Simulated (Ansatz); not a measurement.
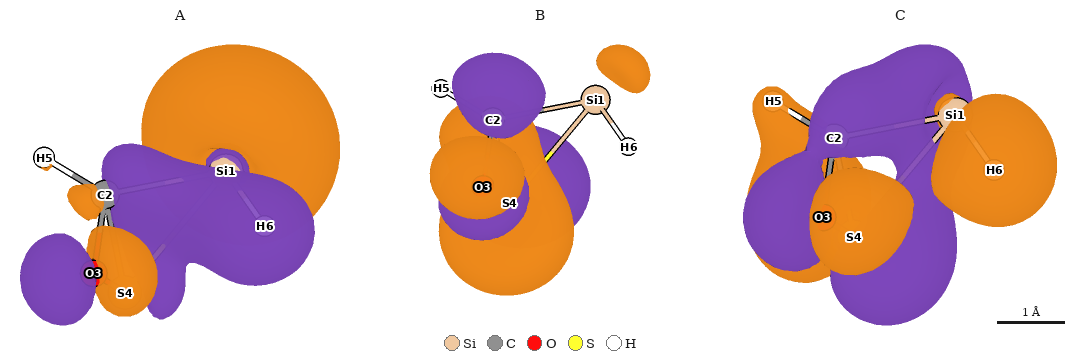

CH2OSSi. Three frontier orbitals at ±0.1 Å⁻³ᐟ² (orange and purple are the two phases), in no order.

The calculation used RKS B3LYP-D4/def2-SVP in Ansatz 0.2.0.

```xyz
6

Si    0.3622    1.0020   -0.5823
C    -0.7566   -0.3572    0.2321
O    -0.2053   -0.9552    1.3482
S     0.7271   -1.3665   -0.1250
H    -1.7141   -0.7819   -0.1120
H     1.0597    1.3269    0.7319
```

Q: Which picture is the HOMO−1, the HOMO and the LUMO?

A: C is the HOMO−1 (−7.60 eV). By Hirshfeld shares it lies mainly on S4 (about 35 %), O3 (about 30 %), Si1 (about 15 %), H6 (about 10 %) and C2 (about 10 %). A is the HOMO (−6.37 eV). By Hirshfeld shares it lies mainly on Si1 (about 65 %), O3 (about 15 %), H6 (about 10 %) and C2 (about 5 %). B is the LUMO (−2.46 eV). Its weight (Hirshfeld) is mainly on S4 (about 50 %), O3 (about 30 %) and C2 (about 10 %).

Q: What is the HOMO–LUMO gap?

A: 3.91 eV between the orbital energies.
